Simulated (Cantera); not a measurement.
Charge: 1 mol SiC, 0.085 mol CO2, 130 mol H2, at 750 Torr.

These are equilibrium values from Cantera (NASA tables, ideal gas, pure condensed phases), not measurements of a reactor. Candidate condensed phases: C, C6H6, C7H8, C8H18, H2O, Si, SiC, SiO2; 123 gas species. Mutual solubility and eutectic melting of coexisting phases are not modelled. The tables hold silica as quartz up to 1696 K and as liquid above; real silica turns to tridymite and cristobalite and melts near 1996 K. Gases not in the tables: Si2H6 and higher silanes. The numbers say what is thermodynamically allowed, not how fast it happens.

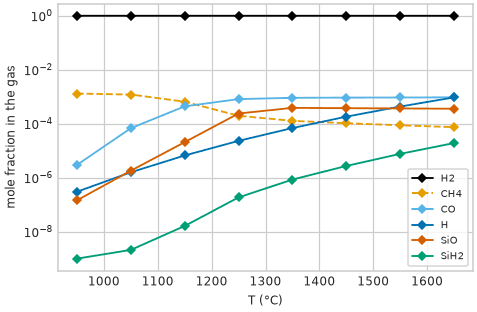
Equilibrium gas composition (values under 1e-9 drawn at 1e-9)

From 950 °C to 1250 °C the condensed part is SiC(s) + SiO2(β-quartz). From 1350 °C to 1650 °C the condensed part is SiC(s). The main Si-bearing gas is SiO throughout.
